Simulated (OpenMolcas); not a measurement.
## Excited-state calculation, with input and output: SiPH$_{4}$ (charge −1) (part 4 of 4)

The same run, continued: SiPH$_{4}$, charge −1, SMILES [SiH2-]P; NEVPT2/ANO-S-VDZP (OpenMolcas 26.06). The geometry comes from this level: GFN2-xTB.

Geometry of the input (Å):
```
Si 0.0000  0.0000  0.0000
P  0.0000  0.0000  2.2253
H  1.4938  0.0000  -0.1678
H  -0.1943  -1.4808  -0.1701
H  -1.3697  0.0787  2.3222
H  0.1179  1.3669  2.3233
```

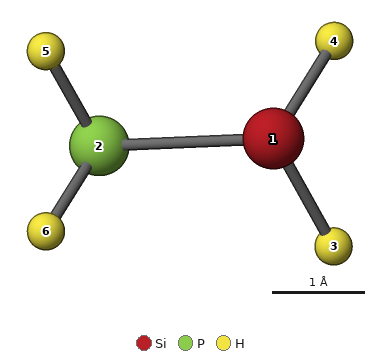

Figure 1. The input geometry (ball-and-stick view, seen on its broad side; atoms are numbered from 1 in the order of the input).

### The program's output, continued
```
--------------------------------------------------------------------------------
--------------------------------------------------------------------------------
 H0 matrices have been computed.

********************************************************************************
  NEVPT2 EQUATION SOLUTION
--------------------------------------------------------------------------------

  Total nr of NEVPT2 parameters:
   Before reduction:      148665
   After  reduction:      147990

 Variance of |WF0>:       0.5274171438
-----------------------------------------------------------------------------------------------------------------------------

  FINAL PC-NEVPT2 RESULT:

      Reference energy:        -631.8464930152
      E2 (Non-variational):      -0.2239293221
      E2 (Variational):          -0.2239293221
      Total energy:            -632.0704223374
      Residual norm:              0.0000000000
      Reference weight:           0.89163

      Contributions to the PC-NEVPT2 correlation energy
      Active & Virtual Only:         -0.0541411793
      One Inactive Excited:          -0.0814812943
      Two Inactive Excited:          -0.0883068485

  FINAL SC-NEVPT2 RESULT:

      Reference energy:        -631.8464930152
      E2 (Non-variational):      -0.2213463231
      E2 (Variational):          -0.2213463231
      Total energy:            -632.0678393383
      Residual norm:              0.0000000000
      Reference weight:           0.89733

      Contributions to the SC-NEVPT2 correlation energy
      Active & Virtual only:         -0.0524193465
      One Inactive Excited:          -0.0806543570
      Two Inactive Excited:          -0.0882726196

   (Skip denominator check etc. with SC-NEVPT2 wavefunction)

   (Skipping property calculation,
    use PROP keyword to activate)
--

  Total SC-NEVPT2 energies:
::    SC-NEVPT2 Root  1     Total energy:   -632.21466011
::    SC-NEVPT2 Root  2     Total energy:   -632.08759467
::    SC-NEVPT2 Root  3     Total energy:   -632.06783934

++ Multi-State NEVPT2 section:
********************************************************************************
  MULTI-STATE NEVPT2 SECTION
--------------------------------------------------------------------------------

  Output diagonal energies have been shifted. Add    632.00000000000000

  Effective Hamiltonian matrix (Symmetric):

                1               2               3
   1     -1264.21767892
   2         0.00006521  -1264.09017976
   3        -0.00620505     -0.00218986  -1264.07042234

       Total QD-PC-NEVPT2 energies:
::    QD-PC-NEVPT2 Root  1     Total energy:   -632.21793993
::    QD-PC-NEVPT2 Root  2     Total energy:   -632.09041668
::    QD-PC-NEVPT2 Root  3     Total energy:   -632.06992441

       Eigenvectors:
            0.99911637     -0.00472825     -0.04176280
            0.00021045      0.99420229     -0.10752564
            0.04202908      0.10742184      0.99332477

--

  Effective Hamiltonian matrix (Symmetric):

                1               2               3
   1     -1264.21466011
   2        -0.00011010  -1264.08759467
   3        -0.00475872     -0.00174664  -1264.06783934

       Total QD-SC-NEVPT2 energies:
::    QD-SC-NEVPT2 Root  1     Total energy:   -632.21481440
::    QD-SC-NEVPT2 Root  2     Total energy:   -632.08774575
::    QD-SC-NEVPT2 Root  3     Total energy:   -632.06753396

       Eigenvectors:
            0.99947489     -0.00410505     -0.03214170
            0.00130944      0.99624926     -0.08651988
            0.03237631      0.08643236      0.99573150

--

  THE ORIGINAL CI ARRAYS ARE NOW MIXED AS LINEAR
  COMBINATIONS, GIVEN BY THE EIGENVECTORS.
  A NEW JOBIPH FILE NAMED 'JOBMIX' IS PREPARED.
********************************************************************************

++ Mixed CI coefficients:
  The CI coefficients for the MIXED state nr.   1
--------------------------------------------------------------------------------
 CI COEFFICIENTS LARGER THAN  5.00E-02
  Occupation of active orbitals, and spin coupling
  of open shells. (u,d: Spin up or down).
  SGUGA info is (Midvert:IsyUp:UpperWalk/LowerWalk)
        Conf  SGUGA info        Occupation    Coefficient         Weight
           1  ( 1:1:   1/   1)   222000         -0.983850       0.967961
           5  ( 2:1:   1/   2)   2u2d00         -0.050325       0.002533
           6  ( 2:1:   2/   2)   2u20d0         -0.050081       0.002508
           7  ( 2:1:   3/   2)   2u200d         -0.090603       0.008209
          34  ( 3:1:   6/   4)   202002          0.061583       0.003792

  The CI coefficients for the MIXED state nr.   2
--------------------------------------------------------------------------------
 CI COEFFICIENTS LARGER THAN  5.00E-02
  Occupation of active orbitals, and spin coupling
  of open shells. (u,d: Spin up or down).
  SGUGA info is (Midvert:IsyUp:UpperWalk/LowerWalk)
        Conf  SGUGA info        Occupation    Coefficient         Weight
           1  ( 1:1:   1/   1)   222000         -0.067654       0.004577
           5  ( 2:1:   1/   2)   2u2d00          0.805659       0.649087
           6  ( 2:1:   2/   2)   2u20d0          0.560812       0.314510
          20  ( 3:1:   4/   2)   2udu0d          0.052615       0.002768
          32  ( 3:1:   4/   4)   202u0d         -0.050507       0.002551
          62  ( 5:1:   7/   1)   2u0d02          0.052053       0.002710

  The CI coefficients for the MIXED state nr.   3
--------------------------------------------------------------------------------
 CI COEFFICIENTS LARGER THAN  5.00E-02
  Occupation of active orbitals, and spin coupling
  of open shells. (u,d: Spin up or down).
  SGUGA info is (Midvert:IsyUp:UpperWalk/LowerWalk)
        Conf  SGUGA info        Occupation    Coefficient         Weight
           5  ( 2:1:   1/   2)   2u2d00          0.562669       0.316596
           6  ( 2:1:   2/   2)   2u20d0         -0.808293       0.653337
          33  ( 3:1:   5/   4)   2020ud          0.064733       0.004190
          63  ( 5:1:   8/   1)   2u00d2         -0.053222       0.002833

--

--- Stop Module: caspt2 /rc=_RC_ALL_IS_WELL_ ---

.##################.
.# Happy landing! #.
.##################.

    Timing: Wall=4.26 User=3.68 System=0.46
```

### Results in brief

| quantity | value |
| --- | --- |
| outcome | converged |
| total energy | −632.214814 hartree |
| basis functions | 56 |
| hardware | 1 thread of Arm Neoverse V2, 24 GiB of memory available, shared host |
| wall time | 4.5 s |
| peak memory | 0.39 GiB |
